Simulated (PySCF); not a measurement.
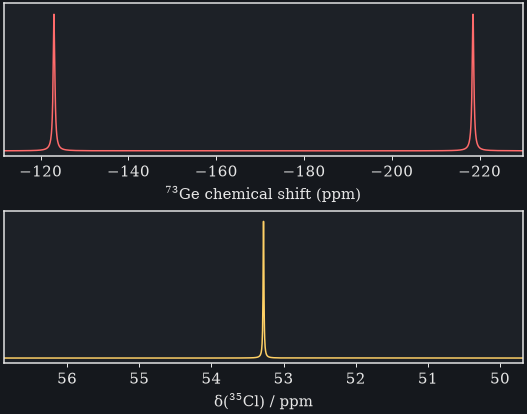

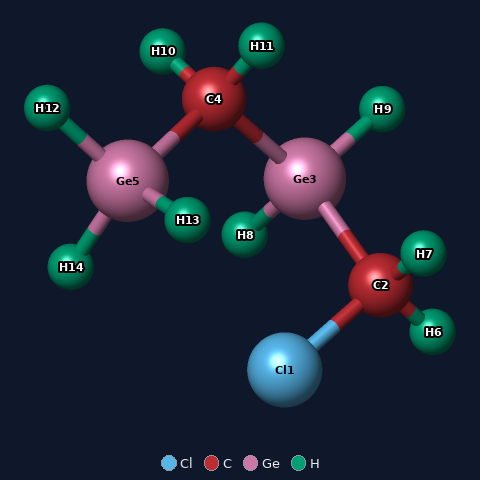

Spectrum and numbered structure of C₂H₉ClGe₂, SMILES Cl[CH2][GeH2][CH2][GeH3], singlet. GIAO shifts, PBE0/pcSseg-1, PySCF, at a GFN2-xTB geometry (no frequency check), against GeMe₄ for ⁷³Ge and HCl for ³⁵Cl computed at the same level (Cl: the usual scale starts at aqueous chloride instead). Gas phase, fully decoupled, line heights follow the number of nuclei, widths are arbitrary (no quadrupolar broadening); values of one conformer, averaged over nuclei that symmetry or rotation about single bonds exchange, these motions taken as fast; other conformers aren't averaged in.

Question: Assign the ⁷³Ge signals to the numbered atoms.

Answer:
```
δ (ppm)  nuclei  atoms
 −123.0       1    Ge3
 −218.5       1    Ge5
```

Question: Where does the ³⁵Cl line lie?

Answer: At 53.3 ppm (Cl1).

Note: the tight-binding geometry is rougher than a DFT one and adds to the error; relativity, spin-orbit coupling included, is left out, which matters for Ge nuclei and their neighbours.
